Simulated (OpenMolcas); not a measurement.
# doublet H4OSi+ at 6 levels

Wanted: a comparison of 6 runs (ROHF/STO-3G, U-r2SCAN/STO-3G, UB3LYP/STO-3G, UM06-2X/STO-3G, USVWN5/STO-3G, ROCCSD(T)/STO-3G) of doublet H4OSi+. 

The results are computed with OpenMolcas 26.06.

### 1 The system as given

H4OSi+: 6 atoms, total charge +1, spin state doublet. SMILES of the parent species: `[H][Si]([H])([H])O`. Geometry: a GFN2-xTB relaxation, a rough one for these elements and not checked as a minimum. That shape belongs to the parent species and isn't relaxed for this state.

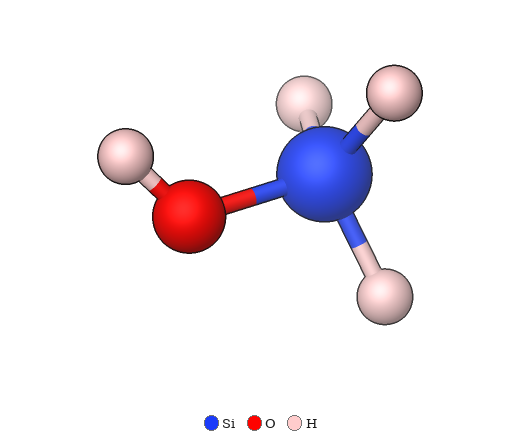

The structure, seen from a chosen angle (silicon blue, oxygen red, hydrogen pink).

### 2 The energy at ROHF/STO-3G (run 1)

The input, step1.input:

```
&GATEWAY
BASLIB = $CurrDir
COORD
6
angstrom
Si      -0.059940      -0.114970      -0.407910
O       -0.059540      -0.091910       1.217130
H        0.327320       0.620940       1.717260
H        1.313150      -0.112770      -0.916850
H       -0.760380       1.058380      -0.933190
H       -0.760600      -1.359670      -0.676430
BASIS = STO-3G
GROUP = NoSym
&SEWARD
&SCF
UHF
CHARGE = 1
SPIN = 2
SCRAMBLE = 0.25
PRORBITALS = 1 1
&RASSCF
FILEORB = $Project.UnaOrb
SPIN = 2
NACTEL = 1 0 0
INACTIVE = 12
RAS2 = 1
OUTORBITALS = Canonical
ORBLISTING = Nothing
```

The basis set STO-3G is read from a file made from the Basis Set Exchange's data (not shown).

Command:

```console
export MOLCAS_MEM=1860
pymolcas step1.input > step1.log
```

The log of the run:

```text
--- Start Module: gateway ---

                                              &GATEWAY

                       available to each process: 1.9 GB of memory, 1 thread

 Basis Set     1 Label: SI.STO-3G
 Basis set is read from library:.
 basistype.tbl is not found

 Basis Set     2 Label: O.STO-3G
 Basis set is read from library:.
 basistype.tbl is not found

 Basis Set     3 Label: H.STO-3G
 Basis set is read from library:.
 basistype.tbl is not found

++    Symmetry information:
      ---------------------

[... 219 lines left out ...]
       Convergence after  19 Iterations
[... 135 lines left out ...]
      Nuclear repulsion energy =   65.66947774
[... 90 lines left out ...]
      printout of CI-coefficients larger than  0.05 for root  1
[... 11 lines left out ...]
++    Final optimization conditions:
[... 46 lines left out ...]
      Dipole Moment (debye):
[... 13 lines left out ...]
      Mulliken spin population analysis for root number:  1
      ---------------------------------------------------

++    Molecular charges:
      ------------------

      Mulliken spin population per centre
      ---------------------------

                SI1     O2      H3      H4      H5      H6
      Total    0.0011  0.9612  0.0000  0.0191  0.0185  0.0000

      Total electronic spin=    1.000000
--

      Canonical orbitals are written to the RASORB file
      Natural orbitals for root   1 are written to the RASORB.1 file
      Spin density orbitals for root   1 are written to the SPDORB.1 file

--- Stop Module: rasscf /rc=_RC_ALL_IS_WELL_ ---

.##################.
.# Happy landing! #.
.##################.

    Timing: Wall=2.26 User=1.75 System=0.51
```

Run time: 2.5 s. Hardware: 1 thread of Arm Neoverse V1, shared host; peak memory 0.37 GiB.

### 3 The energy at U-r2SCAN/STO-3G (run 2)

The input, test.input:

```
&GATEWAY
BasLib = $CurrDir
Coord
6
angstrom
Si      -0.059940      -0.114970      -0.407910
O       -0.059540      -0.091910       1.217130
H        0.327320       0.620940       1.717260
H        1.313150      -0.112770      -0.916850
H       -0.760380       1.058380      -0.933190
H       -0.760600      -1.359670      -0.676430
Basis = STO-3G
Group = NoSym
&SEWARD
GridInput
Grid=UltraFine
End of Grid
&SCF
UHF
Charge = 1
Spin = 2
KSDFT = 2
1.0 MGGA_X_R2SCAN
1.0 MGGA_C_R2SCAN
Thresholds = 1e-10 1e-07 1e-07 1e-05
PrOrbitals = 1 1
```

The basis set STO-3G is read from a file made from the Basis Set Exchange's data (not shown).

Command:

```console
export MOLCAS_MEM=1860
pymolcas test.input > test.log
```

The log of the run:

```text
--- Start Module: gateway ---

                                              &GATEWAY

                       available to each process: 1.9 GB of memory, 1 thread

 Basis Set     1 Label: SI.STO-3G
 Basis set is read from library:.
 basistype.tbl is not found

 Basis Set     2 Label: O.STO-3G
 Basis set is read from library:.
 basistype.tbl is not found

 Basis Set     3 Label: H.STO-3G
 Basis set is read from library:.
 basistype.tbl is not found

++    Symmetry information:
      ---------------------

[... 207 lines left out ...]
++ Convergence information
[... 28 lines left out ...]
       Convergence after  18 Iterations
[... 4 lines left out ...]
 *                                                       Final Results                                                       *
[... 92 lines left out ...]
      Dipole Moment (debye):
[... 13 lines left out ...]
--- Stop Module: scf /rc=_RC_ALL_IS_WELL_ ---
--- Module scf spent 11 seconds ---

.##################.
.# Happy landing! #.
.##################.

    Timing: Wall=12.49 User=10.44 System=2.04
```

It took 13 s on 1 thread of Arm Neoverse V1, shared host; peak memory 0.37 GiB.

### 4 The energy at UB3LYP/STO-3G (run 3)

The input, test.inp:

```
* H4OSi Kohn-Sham DFT
&GATEWAY
BasLib=$CurrDir
Coord
6
angstrom
Si      -0.059940      -0.114970      -0.407910
O       -0.059540      -0.091910       1.217130
H        0.327320       0.620940       1.717260
H        1.313150      -0.112770      -0.916850
H       -0.760380       1.058380      -0.933190
H       -0.760600      -1.359670      -0.676430
Basis=STO-3G
Group=NoSym
&SEWARD
GridInput
Grid=UltraFine
End of Grid
&SCF
UHF
Charge=1
Spin=2
KSDFT=B3LYP
Thresholds=1e-10 1e-07 1e-07 1e-05
PrOrbitals=1 1
```

The basis set STO-3G is read from a file made from the Basis Set Exchange's data (not shown).

Command:

```console
export MOLCAS_MEM=1860
pymolcas test.inp > test.log
```

The log of the run:

```text
--- Start Module: gateway ---

                                              &GATEWAY

                       available to each process: 1.9 GB of memory, 1 thread

 Basis Set     1 Label: SI.STO-3G
 Basis set is read from library:.
 basistype.tbl is not found

 Basis Set     2 Label: O.STO-3G
 Basis set is read from library:.
 basistype.tbl is not found

 Basis Set     3 Label: H.STO-3G
 Basis set is read from library:.
 basistype.tbl is not found

++    Symmetry information:
      ---------------------

[... 209 lines left out ...]
++ Convergence information
[... 25 lines left out ...]
       Convergence after  18 Iterations
[... 4 lines left out ...]
 *                                                       Final Results                                                       *
[... 92 lines left out ...]
      Dipole Moment (debye):
[... 13 lines left out ...]
--- Stop Module: scf /rc=_RC_ALL_IS_WELL_ ---
--- Module scf spent 9 seconds ---

.##################.
.# Happy landing! #.
.##################.

    Timing: Wall=10.22 User=8.25 System=1.96
```

It took 11 s on 1 thread of Arm Neoverse V1, shared host; peak memory 0.37 GiB.

Runs 4 to 5 aren't shown in full; the table further down has their settings and results.

### 5 The energy at ROCCSD(T)/STO-3G (run 6)

The input, test.inp:

```
>>> EXPORT MOLCAS_PRINT=2
&gateway
baslib = $CurrDir
coord
6
angstrom
Si      -0.059940      -0.114970      -0.407910
O       -0.059540      -0.091910       1.217130
H        0.327320       0.620940       1.717260
H        1.313150      -0.112770      -0.916850
H       -0.760380       1.058380      -0.933190
H       -0.760600      -1.359670      -0.676430
basis = STO-3G
group = NoSym
&seward
&scf
uhf
charge = 1
spin = 2
thresholds = 1e-10 1e-07 1e-07 1e-05
prorbitals = 1 1
&rasscf
fileorb = $Project.UnaOrb
spin = 2
nactel = 1 0 0
inactive = 12
ras2 = 1
outorbitals = Canonical
orblisting = Nothing
&motra
jobiph
frozen = 6
&ccsdt
cct
triples = 3
iterations = 80
accuracy = 1e-08
extrapolation = 5 4
```

The basis set STO-3G is read from a file made from the Basis Set Exchange's data (not shown).

Command:

```console
export MOLCAS_MEM=1860
pymolcas test.inp > test.log
```

The log of the run:

```text
--- Start Module: gateway ---

                                              &GATEWAY

                       available to each process: 1.9 GB of memory, 1 thread

 Basis Set     1 Label: SI.STO-3G
 Basis set is read from library:.
 basistype.tbl is not found

 Basis Set     2 Label: O.STO-3G
 Basis set is read from library:.
 basistype.tbl is not found

 Basis Set     3 Label: H.STO-3G
 Basis set is read from library:.
 basistype.tbl is not found

++    Symmetry information:
      ---------------------

[... 304 lines left out ...]
      Title: Natural orbitals
[... 147 lines left out ...]
      printout of CI-coefficients larger than  0.05 for root  1
[... 25 lines left out ...]
      Final state energy(ies):
[... 92 lines left out ...]
      Nuclear repulsion energy =   65.66947774
[... 120 lines left out ...]
      Reference energy    :      -361.5129762016009
[... 78 lines left out ...]
  Work space requirements :                 9498
  Allocation of work space : Done
       CCSD     =      -361.6072542314092
       T3 corr. =        -0.0011478601823
       CCSD + T3=      -361.6084020915915
  T3 energy decomposition into spin parts
  Eaaa =  -5.3026154819590492E-006
  Eaab =  -5.1425588244059382E-004
  Eabb =  -6.0896805535153129E-004
  Ebbb =  -1.9333629002131098E-005

      Happy Landing!

--- Stop Module: ccsdt /rc=_RC_ALL_IS_WELL_ ---

.##################.
.# Happy landing! #.
.##################.

    Timing: Wall=2.69 User=2.01 System=0.65
```

It took 3 s on 1 thread of Arm Neoverse V1, shared host; peak memory 0.37 GiB.

### 6 The series

```
run             level  scramble  integration grid  SCF convergence threshold  energy (Eh)  wall time
  1       ROHF/STO-3G      0.25                 –                          –  -361.512976      2.5 s
  2   U-r2SCAN/STO-3G         –         UltraFine                      1e-10  -362.346476       13 s
  3     UB3LYP/STO-3G         –         UltraFine                      1e-10  -362.397356       11 s
  4    UM06-2X/STO-3G         –         UltraFine                      1e-10  -362.388710       14 s
  5     USVWN5/STO-3G         –         UltraFine                      1e-10  -360.618960      8.1 s
  6  ROCCSD(T)/STO-3G         –                 –                      1e-10  -361.608402        3 s
```

### 7 Results

| quantity | value |
| --- | --- |
| run 6: total energy | -361.60840 Eh |
| run 6: (T) correction | -1.15 mEh |

**Reading.** Totals of different functionals can't be ranked against each other. All runs together took 51 s, the longest 14 s.
